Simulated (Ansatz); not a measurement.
Profile along the Ti–O line in SrTiO3 (cubic perovskite)

SrTiO3 (cubic perovskite)

```
CELL_PARAMETERS angstrom
      3.90753     0.00000     0.00000
      0.00000     3.90753     0.00000
      0.00000     0.00000     3.90753
ATOMIC_POSITIONS crystal
  Sr 0.00000 0.00000 0.00000
  Ti 0.50000 0.50000 0.50000
  O  0.00000 0.50000 0.50000
  O  0.50000 0.50000 0.00000
  O  0.50000 0.00000 0.50000
```

Fields along a shortest Ti–O line of a {110} plane (1.95 Å), from Ti to O, interpolated on the slice's grid (step about 0.2 Å). These are r2SCAN (plane waves to 500 eV, PAW, scalar-relativistic; Ansatz, a quantum-chemistry and plane-wave program) values and carry that method's errors. k mesh 9×9×9. Inside the PAW spheres the values are not all-electron values, and peaks at nuclei hang on which shells count as valence. SrTiO3 is run without spin polarisation. SrTiO3 was relaxed with its symmetry unable to fall. The PAW data are Ansatz's earlier set.

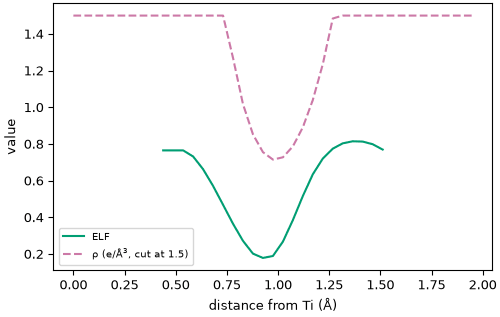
Figure: ELF (away from the nuclei) and valence density from Ti to O.

Density on the Ti–O line (1.95 Å) at its midpoint: 0.71 e/Å³. ELF at that point: 0.19.
